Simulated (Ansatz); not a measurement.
## Electronic structure of CH2OSTe in real space

Input file:

```
crystal:
  periodic: [false, false, false]
  atoms:
    - {symbol: O, position_ang: [1.293014, -0.350143, -0.865228]}
    - {symbol: C, position_ang: [0.359018, -0.366023, 0.088304]}
    - {symbol: S, position_ang: [0.422342, -1.395130, 1.321802]}
    - {symbol: Te, position_ang: [-1.178314, 1.091491, -0.211832]}
    - {symbol: H, position_ang: [1.120115, 0.320550, -1.537522]}
    - {symbol: H, position_ang: [-1.974076, 0.635255, 1.158375]}
basis:
  gaussian: {orbitals: def2-TZVPP}
hamiltonian: {xc: pbe0, dispersion: d4}
output: {orbitals: {seedname: orbitals}}
```

Launched as:

```sh
ansatz run in.yaml --threads 2 --pin off --events-out ev --progress --plain --max-ram 4352MiB
```

Geometry: PBE0-D4/def2-TZVP; core potentials replace the inner electrons of Te.

Level of theory: RKS PBE0-D4/def2-TZVPP (Ansatz 0.2.0).

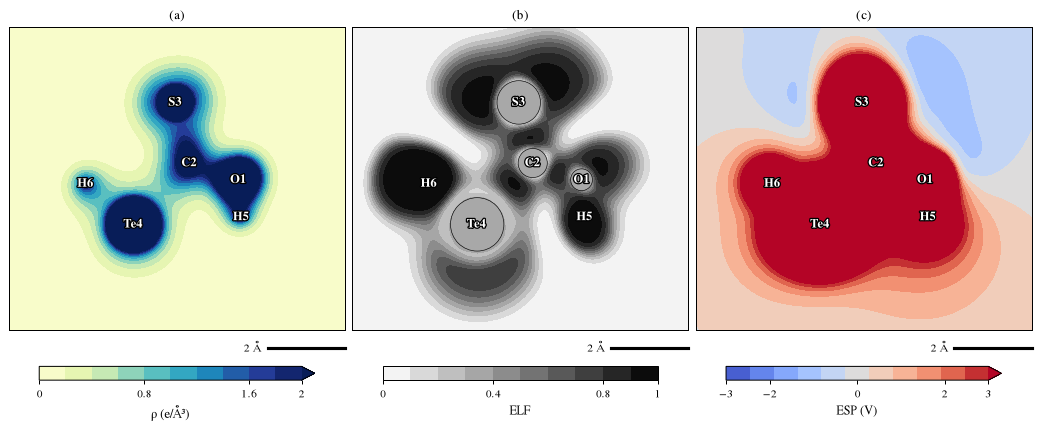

Figure 1. (a) electron density; (b) ELF; (c) electrostatic potential on the molecular plane. Grey discs cover the atomic cores in the ELF map.

> Interpret the plot.

The section cuts through O, C, S, Te and H sites.
C–O (1.33 Å): ρ at the midpoint is about 2.5 e/Å³; the ELF peaks at about 0.90 between the atoms: a shared but strongly polarised pair.
C–S (1.61 Å): the density is about 1.7 e/Å³ at the midpoint; the ELF peaks at about 0.90 between the atoms (a covalent bond).
C–Te (2.14 Å): ρ is about 0.8 e/Å³ halfway; the ELF peaks at about 0.90 between the atoms (a shared electron pair).
O–H (0.97 Å): ρ at the midpoint is about 3.8 e/Å³; the ELF climbs to about 1 towards the hydrogen, as it does in any bond to H: a covalent bond by its length.
Te–H (1.65 Å): the density is about 1.3 e/Å³ at the midpoint; the ELF climbs to about 1 towards the hydrogen.
The ELF also peaks beside Te4, O1 and S3, away from the bonds: lone-pair regions.
Outside the dense part of the molecule the potential is most negative (−1.2 V) near S3.

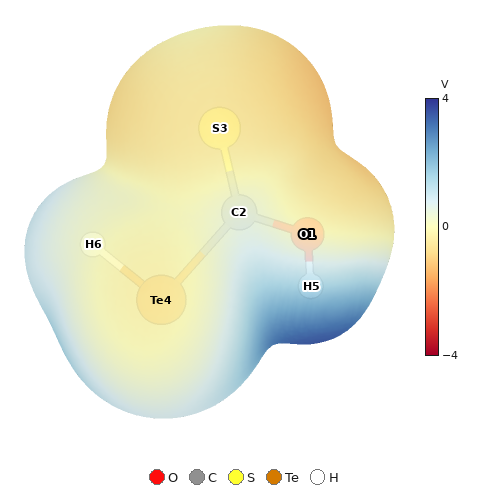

Figure 2. The electrostatic potential painted on the density surface at 0.002 e/bohr³, seen at a tilt; the colour scale runs from red (negative) to blue (positive).

> Which sites attract a positive test charge, and which a negative one?

A positive charge is drawn to the negative regions and a negative charge to the positive ones. The most negative region (about −1.2 V, or −28 kcal/mol for a unit charge) lies over S3, the most positive (about +3.4 V, or +78 kcal/mol for a unit charge) over H5.

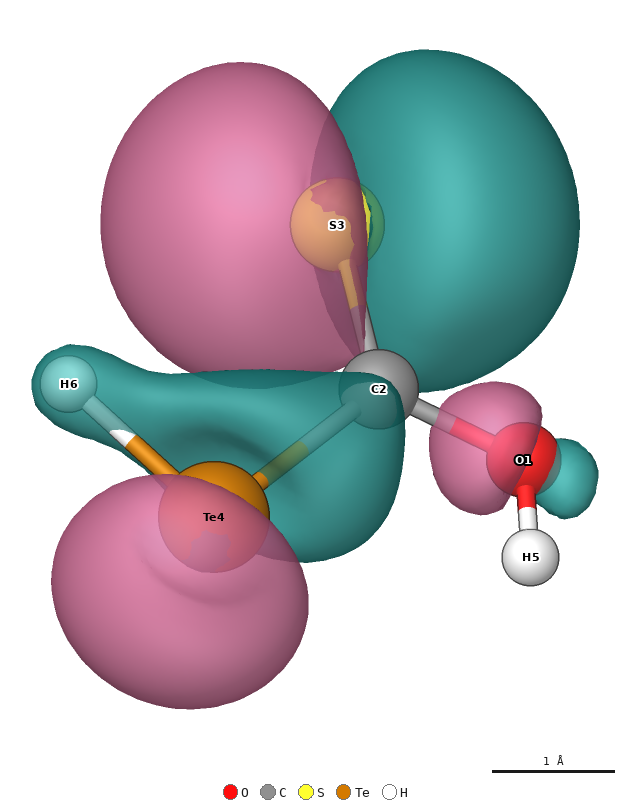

Figure 3. The HOMO at ±0.08 Å⁻³ᐟ² (teal and pink are the two phases), seen at a tilt.

> Describe this orbital and give its energy.

It lies mainly on S3 (about 75 %), Te4 (about 15 %) and C2 (about 5 %); it is symmetric in the molecular plane (an in-plane orbital: σ, lone-pair or in-plane π type); largely a lone pair of S3. Its energy is −6.69 eV.
